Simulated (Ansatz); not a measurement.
# AlBH₆OSi: inputs that go wrong

Aim: try 3 inputs for AlBH₆OSi as typed, read how each ends, and find what has to change.

Method: the settings change from run to run; program: Ansatz 0.2.0, Gaussian basis.

## 1. The relaxed structure

The geometry comes from an earlier relaxation with PBE0-D4 in a triple-zeta def2 set; it is a stationary point, not always the lowest conformer.

SMILES `[AlH2][BH]O[SiH3]`, 10 atoms, charge 0, spin multiplicity 1.

Atoms are counted from 1 here; the program's logs count them from 0.

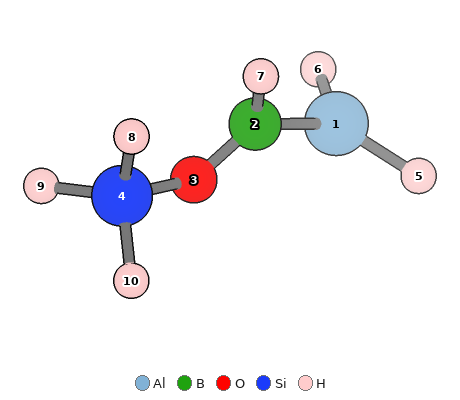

The structure; aluminium light blue, boron green, oxygen red, silicon blue, hydrogen pink; atoms are numbered from 1 in the order of the file.

Geometry (Å):

```xyz
10

Al   -0.30401    2.58865    0.10814
B     0.07336    0.51580    0.54161
O    -0.04592   -0.41379   -0.44025
Si    0.17088   -2.06048   -0.43134
H     0.85931    3.56820   -0.37476
H    -1.75419    3.23008    0.28598
H     0.39586    0.11022    1.64083
H     0.56773   -2.51125    0.92688
H    -1.10765   -2.69152   -0.83633
H     1.22782   -2.38700   -1.41776
```

## 2. Input 1

Contents of in.yaml:

```yaml
crystal:
  periodic: [false, false, false]
  atoms:
    - {symbol: Al, position_ang: [-0.304012, 2.588649, 0.108141]}
    - {symbol: B, position_ang: [0.073360, 0.515798, 0.541614]}
    - {symbol: O, position_ang: [-0.045916, -0.413792, -0.440246]}
    - {symbol: Si, position_ang: [0.170876, -2.060484, -0.431344]}
    - {symbol: H, position_ang: [0.859314, 3.568200, -0.374761]}
    - {symbol: H, position_ang: [-1.754189, 3.230085, 0.285985]}
    - {symbol: H, position_ang: [0.395861, 0.110216, 1.640827]}
    - {symbol: H, position_ang: [0.567728, -2.511251, 0.926876]}
    - {symbol: H, position_ang: [-1.107648, -2.691522, -0.836326]}
    - {symbol: H, position_ang: [1.227825, -2.386999, -1.417765]}
basis:
  gaussian: {orbitals: def2-mTZVPP, final_grid: {core_spheres: 8, valence_spheres: 7, degree: 23}}
total_charge: 1
magnetization: {spin_polarized: true, initial_magnetization: 2}
hamiltonian: {xc: {name: PBE-QIDH}}
output: {forces: true}
```

Launch:

```sh
> ansatz run in.yaml --threads 2 --pin off --events-out ev --progress --plain --max-ram 4352MiB
```

What it wrote:

```text
Error: a molecule whose nuclei and cores have a total charge of 46 cannot have a net charge of 1 together with 2 unpaired electrons
```

It took 0.05 s on 2 threads of Intel Xeon 6975P-C, shared host.

**Diagnosis.** Refused before any calculation. The number of unpaired electrons doesn't fit the electron count. To mend it, make charge and initial_magnetization agree: an even electron count takes an even number of unpaired electrons.

## 3. Input 2

Contents of in.yaml:

```yaml
crystal:
  periodic: [false, false, false]
  atoms:
    - {symbol: Al, position_ang: [-0.304012, 2.588649, 0.108141]}
    - {symbol: B, position_ang: [0.073360, 0.515798, 0.541614]}
    - {symbol: O, position_ang: [-0.045916, -0.413792, -0.440246]}
    - {symbol: Si, position_ang: [0.170876, -2.060484, -0.431344]}
    - {symbol: H, position_ang: [0.859314, 3.568200, -0.374761]}
    - {symbol: H, position_ang: [-1.754189, 3.230085, 0.285985]}
    - {symbol: H, position_ang: [0.395861, 0.110216, 1.640827]}
    - {symbol: H, position_ang: [0.567728, -2.511251, 0.926876]}
    - {symbol: H, position_ang: [-1.107648, -2.691522, -0.836326]}
    - {symbol: H, position_ang: [1.227825, -2.386999, -1.417765]}
basis:
  gaussian: {orbitals: def2-TZVPD}
hamiltonian: {xc: {name: HSE06}}
accuracy: high
scf: {max_iter: 3}
output: {forces: true}
```

The command is unchanged.

What it wrote:

```text
Error: invalid value for `basis.gaussian`: such a run doesn't read scf.max_iter; remove what it names
```

Wall time 0.05 s (2 threads of Intel Xeon 6975P-C, shared host).

**Diagnosis.** The program refused the input. The input holds a key that doesn't belong there. To mend it, remove the key, or spell it as the input reference has it.

## 4. Input 3

Contents of in.yaml:

```yaml
crystal:
  periodic: [false, false, false]
  atoms:
    - {symbol: Al, position_ang: [-0.316443, 2.576603, 0.103673]}
    - {symbol: B, position_ang: [0.024022, 0.503505, 0.590662]}
    - {symbol: O, position_ang: [0.008201, -0.397473, -0.436898]}
    - {symbol: Si, position_ang: [0.172478, -2.107245, -0.354889]}
    - {symbol: H, position_ang: [0.861771, 3.580370, -0.404782]}
    - {symbol: H, position_ang: [-1.728660, 3.222805, 0.288279]}
    - {symbol: H, position_ang: [0.397271, 0.119174, 1.671969]}
    - {symbol: H, position_ang: [0.580705, -2.505323, 0.946664]}
    - {symbol: H, position_ang: [1.266346, -2.113956, -1.092954]}
    - {symbol: H, position_ang: [1.216346, -2.413956, -1.392954]}
basis:
  gaussian: {orbitals: aug-cc-pVDZ}
total_charge: 1
magnetization: {spin_polarized: true, initial_magnetization: 1}
hamiltonian: {xc: {name: rPW86-PBE}, dispersion: d4}
```

Same command.

What it wrote:

```text
Functional definition: rPW86-PBE
  name "rPW86-PBE"
  cite "Murray, Lee & Langreth, J. Chem. Theory Comput. 5, 2754 (2009) doi:10.1021/ct900365q"
  cite "Perdew, Burke & Ernzerhof, Phys. Rev. Lett. 77, 3865 (1996) doi:10.1103/PhysRevLett.77.3865"
  parent pbe
  exchange = rpw86_x
  correlation = pbe_c
1411 factors; their error is unknown
mean field evaluation 1: about -17276.8789 eV, gradient 7.0e1 eV
mean field evaluation 2: about -16991.2555 eV, gradient 1.8e2 eV
mean field evaluation 4: about -17293.2298 eV, gradient 2.6e1 eV
mean field evaluation 8: about -17300.1853 eV, gradient 2.3e0 eV
mean field evaluation 16: about -17300.1940 eV, gradient 9.7e-3 eV
mean field evaluation 32: about -17299.9886 eV, gradient 2.4e0 eV
mean field -17300.19402057 eV, -635.7704037634 hartree, gradient 2.3e-5 eV, S^2 0.754514; 4 other end points of the search recorded, 0 dependent functions left out
reference -17300.19423320 eV, -635.7704115773 hartree; 23, 22 occupied and 131, 132 virtual orbitals, 1411 factors
Total energy: -17300.37563635 eV, -635.7770780200 hartree
```

It took 27 s on 2 threads of Intel Xeon 6975P-C, shared host; peak memory 0.57 GiB.

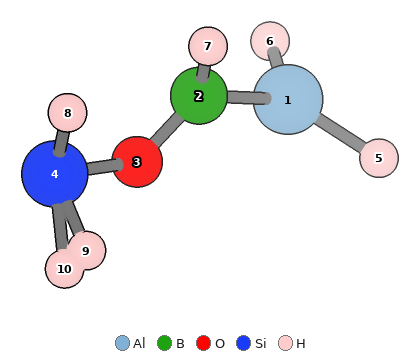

The geometry of this input.

What is wrong: It ended without an error, which proves nothing about the input. One atom was put on top of another. The shortest distance is 0.43 Å (H9–H10), against 1.22 Å in the relaxed molecule. It also asks for charge 1 and multiplicity 2, another species or state than the molecule above. Its coordinates are also moved off the relaxed structure. Its energy is no property of the relaxed molecule. To mend it, restore the atom's position, and set charge and spin to those of the species named.

## 5. Summary

| input | level | ended | cause | time |
| --- | --- | --- | --- | --- |
| 1 | PBE-QIDH/def2-mTZVPP | refused | the number of unpaired electrons doesn't fit the electron count | 0.05 s |
| 2 | HSE06/def2-TZVPD | refused | the input holds a key that doesn't belong there | 0.05 s |
| 3 | rPW86-PBE/aug-cc-pVDZ | converged | one atom was put on top of another | 27 s |

**Reading.** 2 refused, 1 converged. A refusal costs next to no computing time. The dangerous case is the input that converges on a wrong geometry, charge, spin, basis or grid: often only a look at the input shows it.
